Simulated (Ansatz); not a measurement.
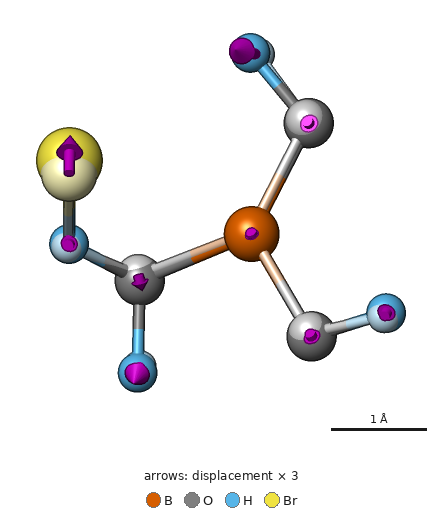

This is a constrained relaxation of BH4O3Br. The starting structure is drawn faded, the final one solid; purple arrows show the displacements, magnified 3 times. The two geometries are superimposed by the best rigid fit.

A ball-and-stick model, seen at a tilt.

The reaction that was planned forms B1–Br6, O2–H5 and breaks B1–O2, H5–Br6 (atoms numbered from 1 in input order).

These are results of RKS PBE0-D4/def2-SVP (Ansatz), not measurements.

The input:
```yaml
crystal:
  periodic: [false, false, false]
  atoms:
    - {symbol: B, position_ang: [0.022800, -0.345600, -0.178500]}
    - {symbol: O, position_ang: [0.221400, 1.175000, -0.489900]}
    - {symbol: O, position_ang: [1.110200, -1.118200, -0.101200]}
    - {symbol: O, position_ang: [-1.180100, -0.757700, -0.613900]}
    - {symbol: H, position_ang: [0.072400, 1.439000, 0.571400]}
    - {symbol: Br, position_ang: [-0.288800, 0.543700, 2.174100]}
    - {symbol: H, position_ang: [-0.526000, 1.488800, -1.017900]}
    - {symbol: H, position_ang: [1.933300, -0.733300, 0.194500]}
    - {symbol: H, position_ang: [-1.365200, -1.691700, -0.538500]}
basis:
  gaussian: {orbitals: def2-SVP}
hamiltonian: {xc: pbe0, dispersion: d4}
relax: {f_tol: 0.04, max_steps: 150, escape_saddle: false, constraints: [{distance: [0, 5]}, {distance: [1, 4]}, {distance: [0, 1]}, {distance: [4, 5]}]}
```

Launched with:
```bash
ansatz run in.yaml --threads 8 --pin off --events-out ev --progress --plain --max-ram 19148MiB
```

Which element moves most?

Hydrogen: up to 0.29 Å, against 0.18 Å for bromine.

What did the optimiser do to the structure, and how much energy did it gain?

H8 moves most after the best rigid fit: 0.29 Å. By element the largest moves are H 0.29 Å, Br 0.18 Å, O 0.07 Å, B 0.04 Å. Among the contacts that change: B1–O3 1.336 → 1.349 Å, O3–H8 0.956 → 0.963 Å. Among the angles between lasting bonds that change: B1–O3–H8 119.1° → 113.4°, B1–O4–H9 116.6° → 112.2°, H5–O2–H7 110.1° → 107.3°. Groups turn about B1–O3 by about 25°. Over 6 geometry steps the energy falls by 5.05 kJ/mol. Largest force component: 0.5 eV/Å at the start, 0.015 eV/Å at the end.
